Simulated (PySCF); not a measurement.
# CH10BNOSi: NMR shifts at several levels of theory

Aim: compute the NMR shifts of CH10BNOSi (`[BH3-][NH2+]CO[SiH3]`) at several levels, and see how far they spread and what each costs.

Computed with PySCF 2.14.0, with density-fitted response routines of our own, on a single molecule in the gas phase. Atoms are numbered from 0 throughout.

### 1 The molecule as given

15 atoms, charge 0, multiplicity 1; geometry from: GFN2-xTB. The atoms were then displaced at random by about 0.01 Å, so the start is not that level's minimum.

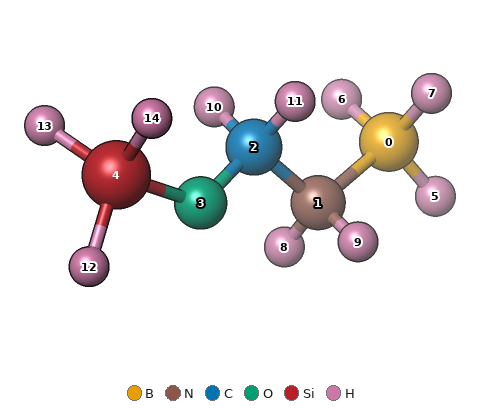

As it starts; boron amber, nitrogen brown, carbon blue, oxygen teal, silicon red, hydrogen pink, atoms numbered.

### 2 Relaxing the molecule at PBE0-D3(BJ)/def2-SVP

Job settings and geometry (Å):

```
{"job": {"xc": "PBE0", "basis": "def2-SVP", "d3": "d3bj", "grid": 1, "shake": 0.01, "kind": "geom"}, "charge": 0, "multiplicity": 1}
B      2.516140    -0.102670     0.216960
N      0.953860    -0.128950     0.824610
C     -0.088700     0.034600    -0.190390
O     -1.290620    -0.011640     0.408320
Si    -2.797360     0.110420    -0.289280
H      3.201310    -0.218810     1.153710
H      2.572020    -0.975690    -0.566920
H      2.625150     0.997770    -0.302050
H      0.850120    -1.012320     1.318930
H      0.887850     0.611820     1.531580
H      0.036850    -0.766360    -0.913610
H      0.093300     1.000410    -0.676330
H     -3.629940    -0.016460     0.910940
H     -3.008580    -0.941970    -1.259430
H     -2.936740     1.402480    -0.944070
```

Command:

```console
OMP_NUM_THREADS=1 python probes_run.py task.json out
```

One launch serves the whole session: the jobs run in the order shown.

The program printed:

```text
step   0  E = -487.86261531  max force = 0.025784
step   1  E = -487.87009623  max force = 0.009802
step   2  E = -487.87057672  max force = 0.003782
step   3  E = -487.87064163  max force = 0.000951
step   4  E = -487.87065100  max force = 0.000675
step   5  E = -487.87065200  max force = 0.000546
step   6  E = -487.87065171  max force = 0.000268
optimisation converged
```

Wall time 39 s (1 thread of Arm Neoverse V1, shared host); peak memory 0.51 GiB.

Step by step:

```tsv
step	energy from step 0 (eV)	largest force component (eV/Å)
0	0.0000	1.3259
1	-0.2036	0.5040
2	-0.2166	0.1945
3	-0.2184	0.0489
4	-0.2187	0.0347
5	-0.2187	0.0281
6	-0.2187	0.0138
```

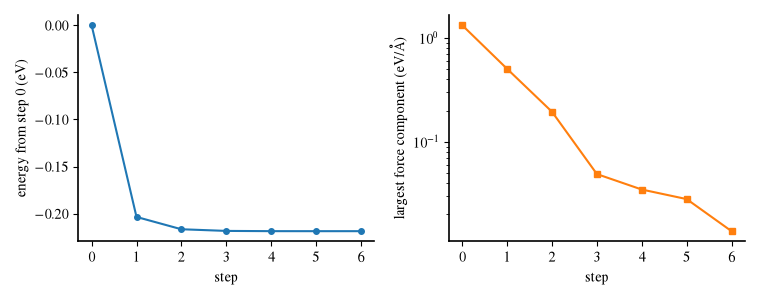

Energy and force, step by step.

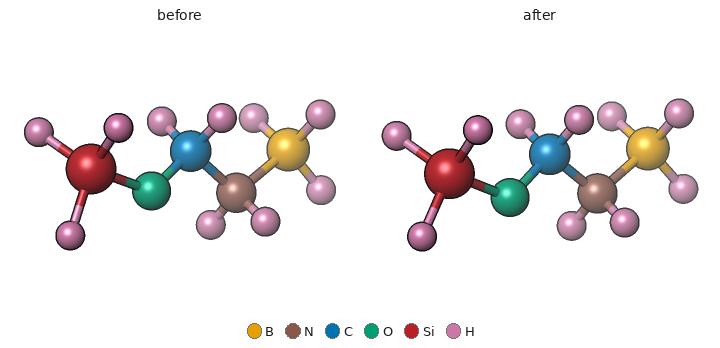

Before and after, at one scale.

Distances of close pairs at the start and the end, largest changes first:

```tsv
bond	before (Å)	after (Å)	change (Å)
B0–H5	1.166	1.223	+0.057
B0–H6	1.175	1.226	+0.052
Si4–H13	1.447	1.494	+0.047
B0–N1	1.676	1.629	-0.047
C2–O3	1.344	1.389	+0.045
Si4–H14	1.455	1.494	+0.039
Si4–H12	1.466	1.485	+0.019
C2–H10	1.086	1.104	+0.017
```

The next job starts from the end point, and lists it.

```tsv
at the end point	value
point group (found at 0.08 Å tolerance)	Cs
rotational constants (GHz, main isotopes)	18.356, 1.396, 1.353
dipole moment (D)	5.32
```

### 3 NMR shieldings: HF/pcSseg-1

Job settings and geometry (Å):

```
{"job": {"kind": "nmr", "xc": "HF", "basis": "pcSseg-1", "pop": false}, "charge": 0, "multiplicity": 1}
B      2.011757     0.062223     0.116420
N      0.517295    -0.016308     0.761018
C     -0.557849     0.107968    -0.213082
O     -1.777038     0.039485     0.448179
Si    -3.280594     0.167742    -0.285375
H      2.780573    -0.074925     1.058246
H      2.071781    -0.858948    -0.690635
H      2.087875     1.166969    -0.409446
H      0.409308    -0.901553     1.260821
H      0.410993     0.717319     1.465003
H     -0.426543    -0.706927    -0.945778
H     -0.411311     1.068811    -0.736087
H     -4.273129     0.057650     0.813466
H     -3.460860    -0.931721    -1.280809
H     -3.398470     1.483505    -0.983210
```

Method: GIAO HF/pcSseg-1 NMR shielding, non-relativistic, gas phase.

The program printed:

```text
final grid: 110264 points
cycle   1  E = -486.4717650088  dE =  4.962e-01  |g| = 6.543e-01  |ddm| = 3.045e+00
cycle   2  E = -486.5642801765  dE = -9.252e-02  |g| = 3.526e-01  |ddm| = 6.588e-01
cycle   3  E = -486.5866826715  dE = -2.240e-02  |g| = 7.045e-02  |ddm| = 2.215e-01
cycle   4  E = -486.5880859806  dE = -1.403e-03  |g| = 1.749e-02  |ddm| = 8.079e-02
cycle   5  E = -486.5881717381  dE = -8.576e-05  |g| = 3.986e-03  |ddm| = 1.988e-02
cycle   6  E = -486.5881772418  dE = -5.504e-06  |g| = 1.042e-03  |ddm| = 5.994e-03
cycle   7  E = -486.5881777114  dE = -4.696e-07  |g| = 3.009e-04  |ddm| = 1.794e-03
cycle   8  E = -486.5881777540  dE = -4.259e-08  |g| = 9.991e-05  |ddm| = 5.187e-04
cycle   9  E = -486.5881777581  dE = -4.116e-09  |g| = 2.655e-05  |ddm| = 1.526e-04
cycle  10  E = -486.5881777585  dE = -3.447e-10  |g| = 4.818e-06  |ddm| = 5.647e-05
converged SCF energy = -486.5881777585

GIAO shielding tensors (ppm)
atom      isotropic    diamagn.    paramagn.     s11        s22        s33       span
  0 B      133.700     182.580     -48.880    122.482    123.103    155.515     33.034
  1 N      201.799     321.935    -120.136    178.446    206.312    220.638     42.192
  2 C      121.786     240.490    -118.704     96.647    114.157    154.555     57.909
  3 O      317.491     399.772     -82.282    289.567    304.333    358.571     69.004
  4 Si     430.064     874.082    -444.018    397.834    402.535    489.825     91.991
  5 H       29.668      29.162       0.505     26.566     28.055     34.383      7.817
  6 H       29.994      29.493       0.501     26.863     28.563     34.557      7.694
  7 H       29.984      29.497       0.487     26.849     28.563     34.541      7.692
  8 H       28.662      32.109      -3.447     22.235     26.626     37.125     14.890
  9 H       28.688      31.864      -3.175     22.278     26.667     37.119     14.841
 10 H       27.710      30.877      -3.167     22.523     28.898     31.710      9.187
 11 H       27.720      30.849      -3.129     22.514     28.973     31.673      9.159
 12 H       27.302      27.758      -0.456     23.966     25.541     32.399      8.433
 13 H       27.325      28.022      -0.697     24.133     25.652     32.189      8.056
 14 H       27.325      27.980      -0.656     24.144     25.678     32.152      8.008
```

It took 5.7 s on 1 thread of Arm Neoverse V1, shared host; peak memory 0.75 GiB.

Shifts follow as δ = σ(reference) − σ, with reference shieldings (ppm) from runs at the same level and on the same kind of geometry: 1H TMS 31.69, 13C TMS 190.8, 29Si TMS 393.4, 15N NH3 265.7, 17O H2O 333.3, 11B BF3·OEt2 115.3. The references are single molecules in the gas phase, so shifts against H2O, NH3, PH3, H3PO4 or CFCl3 are not on the usual liquid scales and can be off by tens of ppm. Atoms listed in one row are averaged.

```tsv
atoms	environment	σ (ppm)	δ (ppm)
C2	sp3 CH2 bonded to N and O	121.8	69.1
H12, H13, H14	hydrogen on a silicon bonded to O	27.32	4.37
H10, H11	hydrogen on an sp3 CH2 bonded to N and O	27.72	3.97
H8, H9	hydrogen on a donor nitrogen of a Lewis adduct	28.68	3.01
H5, H6, H7	hydrogen on a boron bonded to N	29.88	1.80
B0	boron bonded to N, 3 H	133.7	-18.4
N1	donor nitrogen of a Lewis adduct	201.8	63.9
O3	oxygen bonded to C, Si	317.5	15.8
Si4	silicon bonded to O, 3 H	430.1	-36.6
```

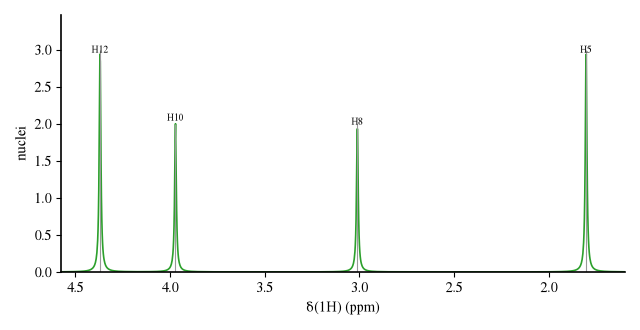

1H lines at the computed shifts, without couplings. Lines are broadened to a width of 0.01 ppm (Lorentzian).

### 4 Nuclear shieldings: LDA/pcSseg-1

Same as in step 3 but for these lines:

```diff
@@ -1,2 +1,2 @@
-{"job": {"kind": "nmr", "xc": "HF", "basis": "pcSseg-1", "pop": false}, "charge": 0, "multiplicity": 1}
+{"job": {"kind": "nmr", "xc": "LDA", "basis": "pcSseg-1", "pop": false}, "charge": 0, "multiplicity": 1}
 B      2.011757     0.062223     0.116420
```

Method: GIAO LDA/pcSseg-1 NMR shielding, non-relativistic, gas phase.

The program printed:

```text
coarse grid: 12144 points
cycle   1  E = -485.3865322891  dE =  2.390e-01  |g| = 8.076e-01  |ddm| = 3.187e+00
cycle   2  E = -484.9740303742  dE =  4.125e-01  |g| = 1.647e+00  |ddm| = 2.273e+00
cycle   3  E = -485.5116155285  dE = -5.376e-01  |g| = 2.655e-01  |ddm| = 1.828e+00
cycle   4  E = -485.5278086501  dE = -1.619e-02  |g| = 6.580e-02  |ddm| = 3.031e-01
cycle   5  E = -485.5289947309  dE = -1.186e-03  |g| = 2.163e-02  |ddm| = 8.121e-02
cycle   6  E = -485.5290841064  dE = -8.938e-05  |g| = 1.123e-02  |ddm| = 2.221e-02
cycle   7  E = -485.5291091333  dE = -2.503e-05  |g| = 1.067e-03  |ddm| = 6.380e-03
cycle   8  E = -485.5291093386  dE = -2.053e-07  |g| = 4.887e-04  |ddm| = 1.289e-03
final grid: 110264 points
cycle   9  E = -485.5733035507  dE = -4.397e-05  |g| = 3.937e-03  |ddm| = 1.995e-02
cycle  10  E = -485.5732984832  dE =  5.067e-06  |g| = 6.161e-03  |ddm| = 7.256e-03
cycle  11  E = -485.5733072525  dE = -8.769e-06  |g| = 6.711e-04  |ddm| = 4.598e-03
cycle  12  E = -485.5733073317  dE = -7.928e-08  |g| = 2.961e-04  |ddm| = 6.961e-04
cycle  13  E = -485.5733073482  dE = -1.640e-08  |g| = 7.728e-05  |ddm| = 2.633e-04
cycle  14  E = -485.5733073492  dE = -1.029e-09  |g| = 3.141e-05  |ddm| = 7.808e-05
cycle  15  E = -485.5733073494  dE = -1.745e-10  |g| = 5.769e-06  |ddm| = 2.346e-05
converged SCF energy = -485.5733073494

GIAO shielding tensors (ppm)
atom      isotropic    diamagn.    paramagn.     s11        s22        s33       span
  0 B      122.846     190.405     -67.559    106.433    109.905    152.200     45.768
  1 N      181.382     318.290    -136.908    150.312    187.473    206.362     56.050
  2 C       95.741     246.458    -150.716     62.272     87.373    137.579     75.306
  3 O      286.179     396.839    -110.660    253.763    266.819    337.954     84.191
  4 Si     345.137     879.698    -534.561    292.146    295.568    447.697    155.551
  5 H       28.461      28.474      -0.013     25.752     26.718     32.914      7.162
  6 H       28.850      29.319      -0.469     26.043     27.163     33.344      7.301
  7 H       28.845      29.269      -0.424     26.025     27.185     33.324      7.299
  8 H       27.636      31.525      -3.889     21.482     26.293     35.133     13.651
  9 H       27.671      31.301      -3.630     21.543     26.337     35.133     13.590
 10 H       26.463      30.962      -4.499     22.066     27.346     29.978      7.911
 11 H       26.483      30.873      -4.390     22.073     27.403     29.974      7.901
 12 H       25.608      27.054      -1.445     22.467     24.065     30.293      7.826
 13 H       25.519      27.319      -1.800     22.426     23.802     30.330      7.904
 14 H       25.518      27.268      -1.750     22.448     23.819     30.288      7.839
```

It took 16 s on 1 thread of Arm Neoverse V1, shared host; peak memory 0.65 GiB.

In short: δ C2 85.0, B0 -29.9, N1 90.5, O3 56.6, H12 5.28, H10 4.35 ppm (means over like atoms).

### 5 NMR shieldings: PBE/pcSseg-1

Same as in step 4 but for these lines:

```diff
@@ -1,2 +1,2 @@
-{"job": {"kind": "nmr", "xc": "LDA", "basis": "pcSseg-1", "pop": false}, "charge": 0, "multiplicity": 1}
+{"job": {"kind": "nmr", "xc": "PBE", "basis": "pcSseg-1", "pop": false}, "charge": 0, "multiplicity": 1}
 B      2.011757     0.062223     0.116420
```

With the program's defaults for keys left out, this is: GIAO PBE/pcSseg-1 NMR shielding, non-relativistic, gas phase.

The program printed:

```text
coarse grid: 12144 points
cycle   1  E = -487.8298441682  dE =  2.341e-01  |g| = 7.970e-01  |ddm| = 3.193e+00
cycle   2  E = -487.4573014501  dE =  3.725e-01  |g| = 1.584e+00  |ddm| = 2.178e+00
cycle   3  E = -487.9526994057  dE = -4.954e-01  |g| = 2.517e-01  |ddm| = 1.734e+00
cycle   4  E = -487.9676027501  dE = -1.490e-02  |g| = 6.159e-02  |ddm| = 2.931e-01
cycle   5  E = -487.9686400073  dE = -1.037e-03  |g| = 1.998e-02  |ddm| = 7.500e-02
cycle   6  E = -487.9687176381  dE = -7.763e-05  |g| = 1.019e-02  |ddm| = 2.040e-02
cycle   7  E = -487.9687383620  dE = -2.072e-05  |g| = 1.008e-03  |ddm| = 5.893e-03
cycle   8  E = -487.9687385431  dE = -1.811e-07  |g| = 4.776e-04  |ddm| = 1.199e-03
final grid: 110264 points
cycle   9  E = -488.0162921150  dE = -2.468e-05  |g| = 1.627e-02  |ddm| = 2.800e-02
cycle  10  E = -488.0161572022  dE =  1.349e-04  |g| = 3.149e-02  |ddm| = 3.041e-02
cycle  11  E = -488.0163417379  dE = -1.845e-04  |g| = 3.280e-03  |ddm| = 2.151e-02
cycle  12  E = -488.0163441837  dE = -2.446e-06  |g| = 5.054e-04  |ddm| = 3.233e-03
cycle  13  E = -488.0163442353  dE = -5.163e-08  |g| = 1.621e-04  |ddm| = 5.192e-04
cycle  14  E = -488.0163442409  dE = -5.564e-09  |g| = 3.645e-05  |ddm| = 1.235e-04
cycle  15  E = -488.0163442412  dE = -2.594e-10  |g| = 1.086e-05  |ddm| = 3.798e-05
converged SCF energy = -488.0163442412

GIAO shielding tensors (ppm)
atom      isotropic    diamagn.    paramagn.     s11        s22        s33       span
  0 B      122.910     189.815     -66.905    107.850    110.759    150.120     42.269
  1 N      178.374     317.366    -138.992    149.431    183.101    202.590     53.159
  2 C       97.791     245.919    -148.128     66.120     89.970    137.283     71.163
  3 O      281.892     396.968    -115.076    255.829    262.003    327.844     72.014
  4 Si     366.797     879.077    -512.279    319.534    324.166    456.691    137.157
  5 H       28.918      28.889       0.029     26.276     27.237     33.242      6.965
  6 H       29.280      29.828      -0.548     26.566     27.626     33.647      7.081
  7 H       29.275      29.762      -0.487     26.551     27.646     33.628      7.077
  8 H       28.061      31.915      -3.854     22.249     26.707     35.226     12.977
  9 H       28.094      31.671      -3.576     22.308     26.751     35.225     12.917
 10 H       26.871      31.460      -4.590     22.476     27.751     30.386      7.910
 11 H       26.888      31.344      -4.456     22.480     27.805     30.380      7.900
 12 H       26.237      27.573      -1.336     23.111     24.689     30.910      7.799
 13 H       26.123      27.868      -1.745     23.065     24.414     30.888      7.824
 14 H       26.122      27.812      -1.689     23.087     24.432     30.848      7.761
```

Run time: 18 s. Hardware: 1 thread of Arm Neoverse V1, shared host; peak memory 0.75 GiB.

Key values: δ C2 82.2, B0 -28.1, N1 86.7, O3 52.7, H12 5.04, H10 4.32 ppm (means over like atoms).

### 6 Nuclear shieldings: BLYP/pcSseg-1

Same as in step 5 but for these lines:

```diff
@@ -1,2 +1,2 @@
-{"job": {"kind": "nmr", "xc": "PBE", "basis": "pcSseg-1", "pop": false}, "charge": 0, "multiplicity": 1}
+{"job": {"kind": "nmr", "xc": "BLYP", "basis": "pcSseg-1", "pop": false}, "charge": 0, "multiplicity": 1}
 B      2.011757     0.062223     0.116420
```

With the program's defaults for keys left out, this is: GIAO BLYP/pcSseg-1 NMR shielding, non-relativistic, gas phase.

The program printed:

```text
coarse grid: 12144 points
cycle   1  E = -488.1361013478  dE =  2.339e-01  |g| = 8.578e-01  |ddm| = 3.210e+00
cycle   2  E = -487.6655810034  dE =  4.705e-01  |g| = 1.757e+00  |ddm| = 2.424e+00
cycle   3  E = -488.2723777625  dE = -6.068e-01  |g| = 2.669e-01  |ddm| = 1.996e+00
cycle   4  E = -488.2886911744  dE = -1.631e-02  |g| = 7.707e-02  |ddm| = 3.240e-01
cycle   5  E = -488.2902709542  dE = -1.580e-03  |g| = 2.661e-02  |ddm| = 9.248e-02
cycle   6  E = -488.2904084993  dE = -1.375e-04  |g| = 1.214e-02  |ddm| = 2.508e-02
cycle   7  E = -488.2904387918  dE = -3.029e-05  |g| = 1.166e-03  |ddm| = 7.358e-03
cycle   8  E = -488.2904390290  dE = -2.373e-07  |g| = 5.695e-04  |ddm| = 1.437e-03
final grid: 110264 points
cycle   9  E = -488.3408371133  dE = -4.082e-05  |g| = 9.244e-03  |ddm| = 2.296e-02
cycle  10  E = -488.3407991088  dE =  3.800e-05  |g| = 1.683e-02  |ddm| = 1.573e-02
cycle  11  E = -488.3408536777  dE = -5.457e-05  |g| = 1.983e-03  |ddm| = 1.086e-02
cycle  12  E = -488.3408544761  dE = -7.984e-07  |g| = 4.114e-04  |ddm| = 1.987e-03
cycle  13  E = -488.3408545101  dE = -3.393e-08  |g| = 1.177e-04  |ddm| = 4.275e-04
cycle  14  E = -488.3408545126  dE = -2.509e-09  |g| = 3.742e-05  |ddm| = 9.242e-05
cycle  15  E = -488.3408545128  dE = -2.628e-10  |g| = 8.517e-06  |ddm| = 3.151e-05
converged SCF energy = -488.3408545128

GIAO shielding tensors (ppm)
atom      isotropic    diamagn.    paramagn.     s11        s22        s33       span
  0 B      118.952     188.864     -69.912    104.234    106.977    145.645     41.410
  1 N      171.167     316.660    -145.493    141.419    175.872    196.210     54.790
  2 C       92.079     245.385    -153.305     60.805     84.154    131.279     70.474
  3 O      275.735     397.766    -122.031    250.664    255.117    321.423     70.760
  4 Si     362.307     878.607    -516.300    316.852    321.683    448.385    131.533
  5 H       29.145      29.046       0.099     26.608     27.469     33.359      6.751
  6 H       29.488      30.150      -0.662     26.894     27.820     33.751      6.856
  7 H       29.484      30.067      -0.584     26.880     27.840     33.731      6.851
  8 H       28.214      31.990      -3.776     22.716     26.924     35.002     12.286
  9 H       28.248      31.733      -3.485     22.775     26.967     35.002     12.226
 10 H       27.007      31.746      -4.739     22.731     27.823     30.467      7.737
 11 H       27.024      31.606      -4.582     22.737     27.872     30.464      7.726
 12 H       26.552      27.816      -1.264     23.442     25.005     31.208      7.766
 13 H       26.425      28.160      -1.735     23.396     24.735     31.144      7.748
 14 H       26.425      28.099      -1.674     23.418     24.753     31.105      7.687
```

It took 18 s on 1 thread of Arm Neoverse V1, shared host; peak memory 0.75 GiB.

This run: δ C2 83.2, B0 -26.1, N1 91.4, O3 57.9, H12 4.89, H10 4.35 ppm (means over like atoms).

### 7 NMR shieldings: BP86/pcSseg-1

Same as in step 6 but for these lines:

```diff
@@ -1,2 +1,2 @@
-{"job": {"kind": "nmr", "xc": "BLYP", "basis": "pcSseg-1", "pop": false}, "charge": 0, "multiplicity": 1}
+{"job": {"kind": "nmr", "xc": "BP86", "basis": "pcSseg-1", "pop": false}, "charge": 0, "multiplicity": 1}
 B      2.011757     0.062223     0.116420
```

Method: GIAO BP86/pcSseg-1 NMR shielding, non-relativistic, gas phase.

The program printed:

```text
coarse grid: 12144 points
cycle   1  E = -488.2687276061  dE =  2.340e-01  |g| = 8.010e-01  |ddm| = 3.193e+00
cycle   2  E = -487.8998493900  dE =  3.689e-01  |g| = 1.586e+00  |ddm| = 2.105e+00
cycle   3  E = -488.3917848893  dE = -4.919e-01  |g| = 2.462e-01  |ddm| = 1.671e+00
cycle   4  E = -488.4059865193  dE = -1.420e-02  |g| = 6.139e-02  |ddm| = 2.862e-01
cycle   5  E = -488.4070043349  dE = -1.018e-03  |g| = 2.009e-02  |ddm| = 7.369e-02
cycle   6  E = -488.4070830455  dE = -7.871e-05  |g| = 9.834e-03  |ddm| = 1.988e-02
cycle   7  E = -488.4071024756  dE = -1.943e-05  |g| = 1.049e-03  |ddm| = 5.698e-03
cycle   8  E = -488.4071026630  dE = -1.874e-07  |g| = 5.206e-04  |ddm| = 1.257e-03
final grid: 110264 points
cycle   9  E = -488.4554854900  dE = -4.391e-05  |g| = 8.895e-03  |ddm| = 2.426e-02
cycle  10  E = -488.4554444977  dE =  4.099e-05  |g| = 1.740e-02  |ddm| = 1.652e-02
cycle  11  E = -488.4554996240  dE = -5.513e-05  |g| = 1.711e-03  |ddm| = 1.189e-02
cycle  12  E = -488.4555002395  dE = -6.155e-07  |g| = 3.725e-04  |ddm| = 1.728e-03
cycle  13  E = -488.4555002212  dE =  1.832e-08  |g| = 1.043e-04  |ddm| = 3.633e-04
cycle  14  E = -488.4555002236  dE = -2.389e-09  |g| = 2.589e-05  |ddm| = 8.609e-05
cycle  15  E = -488.4555002237  dE = -1.215e-10  |g| = 7.391e-06  |ddm| = 2.305e-05
converged SCF energy = -488.4555002237

GIAO shielding tensors (ppm)
atom      isotropic    diamagn.    paramagn.     s11        s22        s33       span
  0 B      122.920     189.350     -66.430    108.253    111.041    149.467     41.215
  1 N      178.885     318.166    -139.281    150.095    183.449    203.111     53.016
  2 C       97.509     246.007    -148.498     65.756     89.743    137.029     71.272
  3 O      282.706     397.107    -114.401    257.797    261.993    328.329     70.532
  4 Si     365.749     878.971    -513.222    319.698    324.356    453.194    133.496
  5 H       29.008      28.937       0.071     26.363     27.315     33.345      6.982
  6 H       29.359      29.869      -0.510     26.624     27.723     33.730      7.106
  7 H       29.353      29.805      -0.452     26.609     27.741     33.710      7.102
  8 H       28.154      31.976      -3.823     22.389     26.780     35.292     12.903
  9 H       28.186      31.726      -3.539     22.446     26.822     35.291     12.845
 10 H       26.914      31.500      -4.586     22.481     27.833     30.427      7.946
 11 H       26.930      31.384      -4.454     22.483     27.885     30.422      7.939
 12 H       26.343      27.621      -1.278     23.209     24.790     31.031      7.822
 13 H       26.224      27.938      -1.715     23.156     24.529     30.987      7.831
 14 H       26.223      27.882      -1.658     23.177     24.546     30.946      7.769
```

Wall time 18 s (1 thread of Arm Neoverse V1, shared host); peak memory 0.75 GiB.

Key values: δ C2 82.2, B0 -27.7, N1 84.2, O3 49.8, H12 5.00, H10 4.34 ppm (means over like atoms).

[end of part 1 of 2]
